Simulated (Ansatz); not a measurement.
**C$_{2}$H$_{6}$O$_{4}$: nudged elastic band**

- system: C$_{2}$H$_{6}$O$_{4}$
- method: RKS PBE0-D4/def2-SVP (Ansatz 0.2.0)

One setting was made poor on purpose. It belongs to a series of runs on one base structure; here: band between the two ends. Figures and captions count atoms from 1; the log counts them from 0 in places.

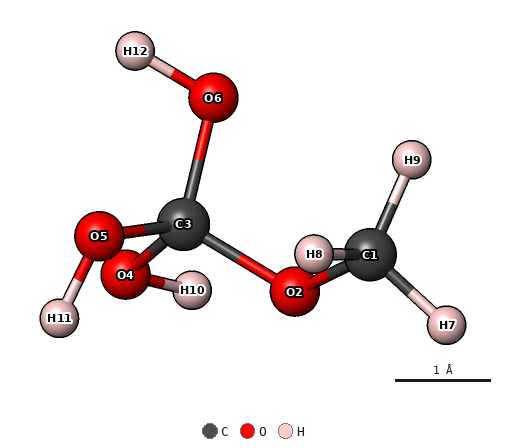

**Figure 1.** The input geometry (ball-and-stick view, seen at a tilt; atoms are numbered from 1 in the order of the input). Bond lengths as drawn: C–H 1.10 Å, C–O 1.38 to 1.41 Å and H–O 0.96 to 0.97 Å.

Input:
```yaml
crystal:
  periodic: [false, false, false]
  atoms:
    - { symbol: C, position_ang: [-0.296029, -0.918991, 1.348217] }
    - { symbol: O, position_ang: [0.585193, -0.650368, 0.284032] }
    - { symbol: C, position_ang: [0.211335, 0.37237, -0.563708] }
    - { symbol: O, position_ang: [1.204559, 0.471937, -1.514818] }
    - { symbol: O, position_ang: [-0.975326, 0.137187, -1.22821] }
    - { symbol: O, position_ang: [0.049325, 1.514827, 0.185642] }
    - { symbol: H, position_ang: [0.060687, -1.838429, 1.830519] }
    - { symbol: H, position_ang: [-1.322271, -1.077096, 0.978231] }
    - { symbol: H, position_ang: [-0.303683, -0.097942, 2.081968] }
    - { symbol: H, position_ang: [2.043003, 0.356014, -1.051141] }
    - { symbol: H, position_ang: [-0.776413, -0.480736, -1.942265] }
    - { symbol: H, position_ang: [-0.403182, 2.156027, -0.374567] }
basis:
  gaussian: { orbitals: def2-SVP }
hamiltonian:
  xc: pbe0
  dispersion: d4
neb:
  order_check: false
  images: 7
  f_tol: 0.05
  max_iterations: 54
  initial_path: linear
  final_atoms:
    - { symbol: C, position_ang: [-0.84287845, -0.50538156, 1.67886984] }
    - { symbol: O, position_ang: [-0.2844991, -1.19938535, 0.58493444] }
    - { symbol: C, position_ang: [0.49483287, 0.80971357, -1.77605176] }
    - { symbol: O, position_ang: [1.39388659, 0.46637907, -0.80328431] }
    - { symbol: O, position_ang: [-0.64106961, 0.17639383, -1.62665414] }
    - { symbol: O, position_ang: [0.7555429, 1.60026895, -2.63433236] }
    - { symbol: H, position_ang: [0.65255903, -0.96490997, 0.51906207] }
    - { symbol: H, position_ang: [-1.9199973, -0.72036386, 1.69609215] }
    - { symbol: H, position_ang: [-0.41184093, -0.84343706, 2.63653832] }
    - { symbol: H, position_ang: [2.19689745, 0.96945066, -0.99749197] }
    - { symbol: H, position_ang: [-0.60873273, -0.43147361, -0.83773934] }
    - { symbol: H, position_ang: [-0.70750273, 0.58754534, 1.59395704] }
```

Hardware: 2 threads of Arm Neoverse N1, 16 GiB of memory available, shared host.

Run as:
```bash
ansatz run input.yaml --threads 2 --pin off --max-ram 3072MiB --backend cpu --events-out ev --progress --plain --runs-dir out
```

Output:
```
Engine: ansatz 0.2.0, aarch64-unknown-linux-gnu
Functional definition: PBE0
  parameter a = 0.25
  parameter kappa = 0.804
  parameter beta = 0.06672455060314922
  exchange = (1 - a)*pbe_x(kappa = kappa, mu = beta*pi^2/3) + a*exact_x
  correlation = pbe_c(beta = beta)
1232 factors; integrals over basis functions are off by at most 2.8e-4 eV
mean field evaluation 1: about -10333.4235 eV, gradient 6.7e1 eV
mean field evaluation 2: about -10330.2526 eV, gradient 8.1e1 eV
mean field evaluation 4: about -10341.2186 eV, gradient 1.6e0 eV
mean field evaluation 8: about -10341.2749 eV, gradient 1.1e-1 eV
mean field evaluation 16: about -10341.2749 eV, gradient 2.1e-5 eV
mean field -10341.27493981 eV, -380.0348444703 hartree, gradient 2.1e-5 eV, S^2 0.000000; 0 other end points of the search recorded, 0 dependent functions left out
the calculation of the forces begins
reference -10341.27496300 eV, -380.0348453224 hartree; 25, 25 occupied and 89, 89 virtual orbitals, 1232 factors
1222 factors; integrals over basis functions are off by at most 1.2e-3 eV
mean field evaluation 32: about -10341.7071 eV, gradient 3.3e-5 eV
mean field -10341.70708353 eV, -380.0507254589 hartree, gradient 3.3e-5 eV, S^2 0.000000; 0 other end points of the search recorded, 0 dependent functions left out
[... from here on the field's lines of each further geometry are left out, up to the last ...]
NEB iter   1: max|band force component| = 7.322e1 eV/Å  barrier→ = 40.1402 eV  barrier← = 40.5467 eV  Δτ_max = 0.2000 Å  (253 SCF iters)
NEB iter   2: max|band force component| = 1.893e1 eV/Å  barrier→ = 14.6401 eV  barrier← = 15.0466 eV  Δτ_max = 0.2000 Å  (262 SCF iters)
NEB iter   3: max|band force component| = 1.247e1 eV/Å  barrier→ = 9.8219 eV  barrier← = 10.2284 eV  Δτ_max = 0.2000 Å  (237 SCF iters)
NEB iter   4: max|band force component| = 6.951e0 eV/Å  barrier→ = 6.6182 eV  barrier← = 7.0247 eV  Δτ_max = 0.2000 Å  (237 SCF iters)
NEB iter   5: max|band force component| = 5.203e0 eV/Å  barrier→ = 5.2389 eV  barrier← = 5.6454 eV  Δτ_max = 0.2000 Å  (224 SCF iters)
NEB iter   6: max|band force component| = 4.320e0 eV/Å  barrier→ = 4.6263 eV  barrier← = 5.0328 eV  Δτ_max = 0.2000 Å  (213 SCF iters)
NEB iter   7: max|band force component| = 4.353e0 eV/Å  barrier→ = 3.9091 eV  barrier← = 4.3156 eV  Δτ_max = 0.1026 Å  (226 SCF iters)
NEB iter   8: max|band force component| = 1.833e0 eV/Å  barrier→ = 3.5439 eV  barrier← = 3.9504 eV  Δτ_max = 0.1992 Å  (212 SCF iters)
NEB iter   9: max|band force component| = 1.282e0 eV/Å  barrier→ = 3.2554 eV  barrier← = 3.6619 eV  Δτ_max = 0.1992 Å  (213 SCF iters)
NEB iter  10: max|band force component| = 6.064e-1 eV/Å  barrier→ = 3.5114 eV  barrier← = 3.9180 eV  Δτ_max = 0.1428 Å  (207 SCF iters)
NEB iter  11: max|band force component| = 6.929e-1 eV/Å  barrier→ = 3.4847 eV  barrier← = 3.8912 eV  Δτ_max = 0.0709 Å  (211 SCF iters)
NEB iter  12: max|band force component| = 7.131e-1 eV/Å  barrier→ = 3.2608 eV  barrier← = 3.6673 eV  Δτ_max = 0.0711 Å  (206 SCF iters)
NEB iter  13: max|band force component| = 2.410e0 eV/Å  barrier→ = 3.2468 eV  barrier← = 3.6533 eV  CI = image 3  Δτ_max = 0.1413 Å  (208 SCF iters)
NEB iter  14: max|band force component| = 2.144e0 eV/Å  barrier→ = 2.9192 eV  barrier← = 3.3257 eV  CI = image 3  Δτ_max = 0.2000 Å  (208 SCF iters)
NEB iter  15: max|band force component| = 3.115e0 eV/Å  barrier→ = 2.8323 eV  barrier← = 3.2388 eV  CI = image 3  Δτ_max = 0.2000 Å  (214 SCF iters)
NEB iter  16: max|band force component| = 3.489e0 eV/Å  barrier→ = 3.0774 eV  barrier← = 3.4839 eV  CI = image 3  Δτ_max = 0.2000 Å  (212 SCF iters)
NEB iter  17: max|band force component| = 3.054e0 eV/Å  barrier→ = 3.7210 eV  barrier← = 4.1275 eV  CI = image 3  Δτ_max = 0.2000 Å  (209 SCF iters)
NEB iter  18: max|band force component| = 2.184e0 eV/Å  barrier→ = 4.5203 eV  barrier← = 4.9268 eV  CI = image 3  Δτ_max = 0.0987 Å  (208 SCF iters)
NEB iter  19: max|band force component| = 1.308e0 eV/Å  barrier→ = 4.3368 eV  barrier← = 4.7433 eV  CI = image 3  Δτ_max = 0.0762 Å  (207 SCF iters)
NEB iter  20: max|band force component| = 2.786e-1 eV/Å  barrier→ = 4.2660 eV  barrier← = 4.6725 eV  CI = image 3  Δτ_max = 0.1174 Å  (212 SCF iters)
NEB iter  21: max|band force component| = 2.982e-1 eV/Å  barrier→ = 4.2456 eV  barrier← = 4.6522 eV  CI = image 3  Δτ_max = 0.0599 Å  (204 SCF iters)
NEB iter  22: max|band force component| = 2.290e-1 eV/Å  barrier→ = 4.2329 eV  barrier← = 4.6394 eV  CI = image 3  Δτ_max = 0.0600 Å  (212 SCF iters)
NEB iter  23: max|band force component| = 1.662e-1 eV/Å  barrier→ = 4.2249 eV  barrier← = 4.6314 eV  CI = image 3  Δτ_max = 0.0598 Å  (209 SCF iters)
NEB iter  24: max|band force component| = 1.712e-1 eV/Å  barrier→ = 4.2199 eV  barrier← = 4.6264 eV  CI = image 3  Δτ_max = 0.0300 Å  (209 SCF iters)
NEB iter  25: max|band force component| = 9.350e-2 eV/Å  barrier→ = 4.2173 eV  barrier← = 4.6238 eV  CI = image 3  Δτ_max = 0.0300 Å  (204 SCF iters)
NEB iter  26: max|band force component| = 2.442e-1 eV/Å  barrier→ = 4.2163 eV  barrier← = 4.6228 eV  CI = image 3  Δτ_max = 0.0150 Å  (212 SCF iters)
NEB iter  27: max|band force component| = 1.007e-1 eV/Å  barrier→ = 4.2159 eV  barrier← = 4.6224 eV  CI = image 3  Δτ_max = 0.0150 Å  (213 SCF iters)
NEB iter  28: max|band force component| = 2.094e-1 eV/Å  barrier→ = 4.2157 eV  barrier← = 4.6222 eV  CI = image 3  Δτ_max = 0.0075 Å  (201 SCF iters)
the calculation of the forces begins
reference -10341.63247521 eV, -380.0479836536 hartree; 25, 25 occupied and 89, 89 virtual orbitals, 1223 factors
1232 factors; integrals over basis functions are off by at most 1.0e-3 eV
mean field evaluation 1664: about -10337.0595 eV, gradient 6.4e-3 eV
mean field -10337.05954868 eV, -379.8799317034 hartree, gradient 2.1e-5 eV, S^2 0.000000; 1 other end points of the search recorded, 0 dependent functions left out
the calculation of the forces begins
reference -10337.05957109 eV, -379.8799325269 hartree; 25, 25 occupied and 89, 89 virtual orbitals, 1232 factors
NEB iter  29: max|band force component| = 3.842e-2 eV/Å  barrier→ = 4.2156 eV  barrier← = 4.6221 eV  CI = image 3  Δτ_max = 0.0000 Å  (367 SCF iters)
```

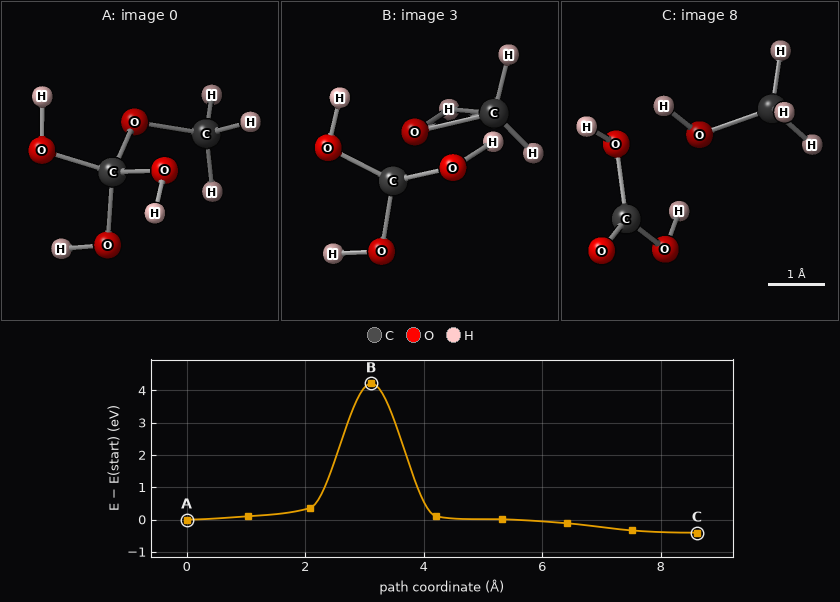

**Figure 2.** Images of the last band (counted from 0; ball-and-stick, seen at a tilt) above the energy along the path; the line is a cubic interpolation that uses the forces. The highest image is number 3, 4.216 eV above the start and 4.622 eV above the end (the climbing image); the end lies 0.407 eV below the start. The path is 8.61 Å long. The band converged in 29 iterations.

```
Total energy: -10337.23443868 eV, -379.8863587922 hartree
Atom 0 at    -0.712765    -0.132315     1.389289 Å, force     0.006483    -0.001295    -0.007643 eV/Å
Atom 1 at     0.066980    -0.821259     0.368100 Å, force     0.008255     0.004888    -0.009455 eV/Å
Atom 2 at     0.344472     0.330992    -0.947955 Å, force     0.000656    -0.000329     0.007374 eV/Å
Atom 3 at     1.654173     0.124742    -1.209640 Å, force     0.000076     0.000627    -0.000896 eV/Å
Atom 4 at    -0.424366    -0.120570    -1.948311 Å, force    -0.001487     0.000979    -0.001975 eV/Å
Atom 5 at    -0.029561     1.399187    -0.361066 Å, force     0.003071     0.005726    -0.012257 eV/Å
Atom 6 at    -0.454858    -1.375592     1.285602 Å, force    -0.009055     0.005377     0.008518 eV/Å
Atom 7 at    -1.804669    -0.222523     1.333010 Å, force    -0.001099    -0.000693     0.000376 eV/Å
Atom 8 at    -0.190848     0.140875     2.312573 Å, force    -0.000798     0.000310     0.000621 eV/Å
Atom 9 at     2.159070     0.482976    -0.469962 Å, force     0.000817    -0.001720     0.000048 eV/Å
Atom 10 at     0.006100    -0.895976    -2.328865 Å, force    -0.000416    -0.000685     0.000872 eV/Å
Atom 11 at    -0.536529     1.034263     0.611126 Å, force    -0.006504    -0.013185     0.014416 eV/Å
Dipole moment:     0.148810    -0.347204     0.337786 e Å
this run last wrote the band of iteration 29 to [file]
```

The last band as extended XYZ (Å, eV, eV/Å):
```
12
Properties=species:S:1:pos:R:3:forces:R:3 image=0 energy=-10341.45000
C    -0.2960   -0.9190    1.3482    0.0088   0.0070   0.0092
O     0.5852   -0.6504    0.2840    0.0058  -0.0062  -0.0079
C     0.2113    0.3724   -0.5637   -0.0016  -0.0111  -0.0197
O     1.2046    0.4719   -1.5148   -0.0039   0.0029   0.0010
O    -0.9753    0.1372   -1.2282    0.0036   0.0034  -0.0043
O     0.0493    1.5148    0.1856   -0.0002  -0.0010   0.0141
H     0.0607   -1.8384    1.8305   -0.0046   0.0018  -0.0006
H    -1.3223   -1.0771    0.9782   -0.0031  -0.0037   0.0046
H    -0.3037   -0.0979    2.0820   -0.0074   0.0025   0.0032
H     2.0430    0.3560   -1.0511    0.0011  -0.0026  -0.0033
H    -0.7764   -0.4807   -1.9423    0.0061   0.0050   0.0041
H    -0.4032    2.1560   -0.3746   -0.0044   0.0020  -0.0004
12
Properties=species:S:1:pos:R:3:forces:R:3 image=1 energy=-10341.34727
C    -0.3473   -0.7537    1.3499    0.0052  -0.0156  -0.0020
O     0.5102   -0.7127    0.2383    0.0249   0.0022   0.0096
C     0.2865    0.3353   -0.6559    0.0089   0.0058   0.0190
O     1.3916    0.3854   -1.4611   -0.0020   0.0065   0.0005
O    -0.8273    0.1210   -1.4388   -0.0073   0.0128   0.0361
O     0.0897    1.5179    0.0226    0.0159   0.0022   0.0264
H    -0.2605   -1.7558    1.7901    0.0192  -0.0123   0.0057
H    -1.4009   -0.5937    1.0605    0.0052  -0.0371  -0.0289
H    -0.0673   -0.0006    2.1046   -0.0266   0.0003  -0.0020
H     2.1589    0.2618   -0.8898    0.0079  -0.0333  -0.0123
H    -0.6121   -0.6008   -2.0426   -0.0238   0.0121   0.0298
H    -0.8442    1.7408   -0.0438   -0.0275   0.0563  -0.0819
12
Properties=species:S:1:pos:R:3:forces:R:3 image=2 energy=-10341.09614
C    -0.4902   -0.5724    1.3636    0.0657  -0.2515  -0.0500
O     0.2999   -0.7308    0.2212    0.1288   0.0598  -0.0754
C     0.2847    0.2601   -0.7850    0.0114  -0.0566   0.1134
O     1.5219    0.2583   -1.3646   -0.0162   0.0653  -0.0183
O    -0.6392   -0.0406   -1.7532   -0.0347   0.0257   0.0970
O     0.0107    1.4916   -0.2474    0.0396   0.0549   0.0450
H    -0.5489   -1.5764    1.7915   -0.1256  -0.1069   0.3148
H    -1.5348   -0.2508    1.1700    0.0979   0.0024  -0.1876
H    -0.0348    0.0986    2.1194   -0.0198   0.0054  -0.1269
H     2.1616    0.4306   -0.6637    0.0298  -0.0454  -0.0182
H    -0.2868   -0.7938   -2.2452   -0.0659   0.0302   0.0596
H    -0.6671    1.3703    0.4275   -0.1110   0.2168  -0.1534
12
Properties=species:S:1:pos:R:3:forces:R:3 image=3 energy=-10337.23442
C    -0.7128   -0.1323    1.3893    0.0065  -0.0013  -0.0076
O     0.0670   -0.8213    0.3681    0.0083   0.0049  -0.0095
C     0.3445    0.3310   -0.9480    0.0007  -0.0003   0.0074
O     1.6542    0.1247   -1.2096    0.0001   0.0006  -0.0009
O    -0.4244   -0.1206   -1.9483   -0.0015   0.0010  -0.0020
O    -0.0296    1.3992   -0.3611    0.0031   0.0057  -0.0123
H    -0.4549   -1.3756    1.2856   -0.0091   0.0054   0.0085
H    -1.8047   -0.2225    1.3330   -0.0011  -0.0007   0.0004
H    -0.1908    0.1409    2.3126   -0.0008   0.0003   0.0006
H     2.1591    0.4830   -0.4700    0.0008  -0.0017   0.0000
H     0.0061   -0.8960   -2.3289   -0.0004  -0.0007   0.0009
H    -0.5365    1.0343    0.6111   -0.0065  -0.0132   0.0144
12
Properties=species:S:1:pos:R:3:forces:R:3 image=4 energy=-10341.35236
C    -0.8973    0.0022    1.4402   -0.0493   0.0799   0.0509
O    -0.1208   -0.9077    0.7026   -0.0776  -0.0379   0.1636
C     0.5456    0.6063   -1.2608    0.0626   0.1194  -0.1612
O     1.7617    0.0511   -1.1747    0.0211  -0.0497  -0.0391
O    -0.2329   -0.0523   -2.1076    0.0340   0.0108  -0.0603
O     0.2122    1.6082   -0.6953    0.1098   0.0947  -0.1722
H    -0.3071   -1.7798    1.0561    0.1064  -0.1770  -0.0784
H    -1.9705   -0.2579    1.4234   -0.0409  -0.0009   0.1007
H    -0.5505    0.0834    2.4863   -0.1014  -0.0011   0.0876
H     2.2116    0.4908   -0.4407    0.0091  -0.0023  -0.0540
H     0.2026   -0.8786   -2.3496    0.0206  -0.0172  -0.0048
H    -0.7774    0.9790    0.9541   -0.0945  -0.0188   0.1671
12
Properties=species:S:1:pos:R:3:forces:R:3 image=5 energy=-10341.43984
C    -1.0818   -0.1780    1.3352   -0.0101  -0.0069  -0.0035
O    -0.2718   -1.0950    0.6423   -0.0090  -0.0113   0.0006
C     0.7480    0.8189   -1.2736    0.0027   0.0066  -0.0163
O     1.8810    0.1150   -1.1295    0.0075  -0.0006   0.0026
O    -0.1802    0.1167   -1.9056    0.0034   0.0099   0.0128
O     0.5976    1.9465   -0.8993    0.0197   0.0213  -0.0100
H    -0.2325   -1.9103    1.1500    0.0058  -0.0045   0.0086
H    -2.1437   -0.4857    1.3692   -0.0063  -0.0093   0.0038
H    -0.7373   -0.0085    2.3725   -0.0028  -0.0006  -0.0054
H     2.4785    0.6627   -0.6035    0.0165   0.0037  -0.0156
H     0.0447   -0.8205   -1.8293   -0.0191   0.0010   0.0317
H    -1.0253    0.7832    0.8054   -0.0084  -0.0094  -0.0094
12
Properties=species:S:1:pos:R:3:forces:R:3 image=6 energy=-10341.56386
C    -1.1730   -0.3346    1.2147   -0.0089  -0.0083  -0.0135
O    -0.4958   -1.3000    0.4377   -0.0335  -0.0287  -0.0248
C     0.8449    0.9440   -1.2928    0.0150  -0.0089  -0.0122
O     1.8493    0.1952   -0.7925   -0.0021  -0.0014   0.0536
O    -0.1498    0.1916   -1.7223   -0.0074   0.0064   0.0289
O     0.8686    2.1404   -1.3378    0.0605   0.0509  -0.1012
H     0.0211   -1.8737    1.0078    0.0122  -0.0050  -0.0312
H    -2.2538   -0.5513    1.2575   -0.0003  -0.0214   0.0368
H    -0.7868   -0.2810    2.2454    0.0090  -0.0217  -0.0170
H     2.5270    0.8178   -0.4983    0.0088   0.0229  -0.0037
H    -0.1254   -0.6625   -1.2427   -0.0394   0.0250   0.1059
H    -1.0490    0.6591    0.7574   -0.0139  -0.0098  -0.0216
12
Properties=species:S:1:pos:R:3:forces:R:3 image=7 energy=-10341.78690
C    -1.2253   -0.4594    1.2035   -0.0024  -0.0069  -0.0004
O    -0.5381   -1.3763    0.3759   -0.0079  -0.0169   0.0061
C     0.9018    0.9505   -1.3245    0.0124   0.0037  -0.0008
O     1.6716    0.2642   -0.4358   -0.0366  -0.0015   0.0438
O    -0.1705    0.2723   -1.6590   -0.0141   0.0064   0.0052
O     1.1948    2.0379   -1.7282    0.0439  -0.0277  -0.0709
H     0.3825   -1.4134    0.6618    0.0565   0.0760  -0.0532
H    -2.3020   -0.6414    1.0857   -0.0050  -0.0068  -0.0075
H    -0.9674   -0.5922    2.2664   -0.0177  -0.0375   0.0069
H     2.4380    0.8290   -0.2651   -0.0073  -0.0055   0.0165
H    -0.2853   -0.5148   -1.0665   -0.0327   0.0218   0.0283
H    -1.0227    0.5884    0.9198    0.0109  -0.0050   0.0259
12
Properties=species:S:1:pos:R:3:forces:R:3 image=8 energy=-10341.85651
C    -1.3309   -0.6087    1.2788    0.0042  -0.0013  -0.0071
O    -0.4851   -1.2289    0.3353   -0.0012   0.0100   0.0142
C     1.0414    0.9432   -1.4451   -0.0099   0.0136   0.0165
O     1.5879    0.4536   -0.2901    0.0089   0.0054  -0.0143
O    -0.1042    0.3706   -1.7160    0.0127  -0.0049  -0.0009
O     1.5767    1.7941   -2.0925   -0.0040  -0.0167   0.0028
H     0.4337   -1.0480    0.5815   -0.0012  -0.0029  -0.0022
H    -2.3673   -0.7568    0.9463    0.0013   0.0009   0.0005
H    -1.2248   -1.0625    2.2788    0.0008   0.0016  -0.0047
H     2.4266    0.9218   -0.1764   -0.0063  -0.0041   0.0010
H    -0.3338   -0.3104   -1.0257   -0.0041   0.0059  -0.0066
H    -1.1429    0.4768    1.3590   -0.0014  -0.0076   0.0007
```

Key numbers:

- outcome: converged
- barrier, forward: 4.216 eV
- barrier, backward: 4.622 eV
- wall time: 18 min (CPU time 34 min)
- peak memory: 0.28 GiB

Remarks:

A deliberately poor setting: straight start. The order of the saddle point was not checked.
